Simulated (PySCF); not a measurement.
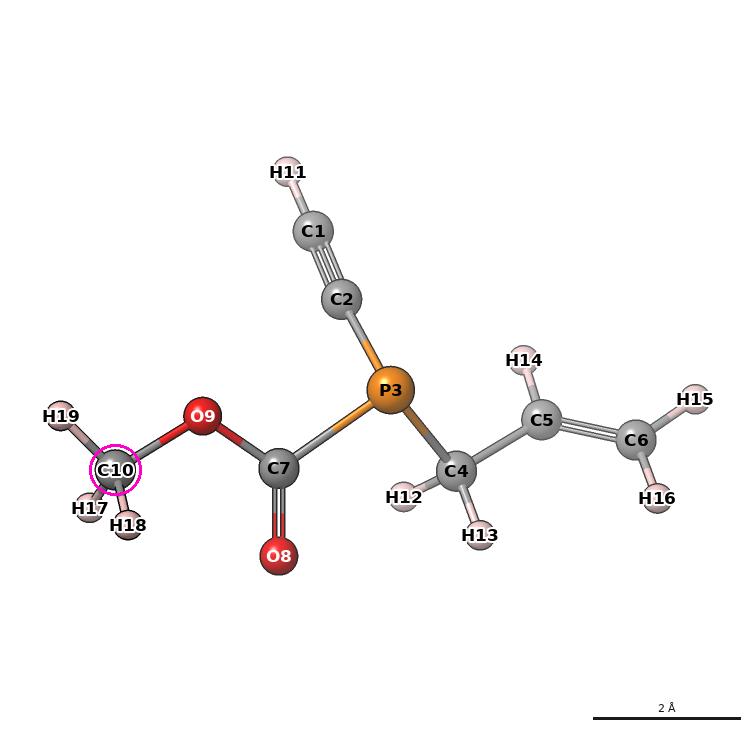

Orthographic view. Depth is shown by fading: the farther an atom, the more it takes the colour of the background. The geometry was computed by an optimisation with PBE0-D3(BJ)/def2-SVP. No frequency run is at hand to confirm it as a minimum.

Name the neighbours of the circled atom.

The circled atom is C10; it is bonded to O9, H17, H18, H19.

Which atom is nearest the viewer?

H18, 2.4 Å in front of the mean position.

What is the shortest path along bonds from the circled atom to O8?

C10–O9–C7–O8, 3 bonds; through space the two are 2.65 Å apart.

Of C10 and H17, which is nearer the viewer?

C10; the bond to H17 points away from the viewer, so it looks shorter than its 1.10 Å.
